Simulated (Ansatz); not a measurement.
Take AlAs in the zinc blende structure (space group F-43m, No. 216; a = 5.728 Å) as the base.

One thing is altered: a fraction x = 0.667 of the Al sites is given to Ga, ordered in a cell of 6 atoms (starting symmetry I-4m2) and fully relaxed.

All numbers come from Ansatz (an electronic-structure program) PBE, without spin-orbit coupling, earlier PAW set.

The zone is the changed cell's own and can be folded.

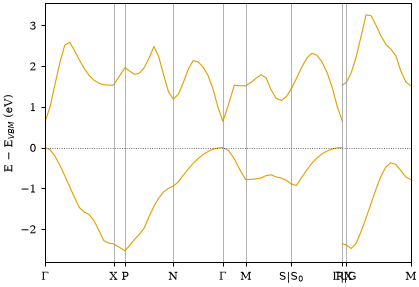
Fig. 1. Highest valence and lowest conduction band along the path of the changed cell's own zone

Q: Read the changed gap and its character from the plot.

A: About 0.6 eV, direct at Γ.

Each cell is one ordered arrangement of few atoms, which overstates ordering effects compared with a random alloy. No phonon test of stability was made. k-point labels follow each cell's own Brillouin zone.
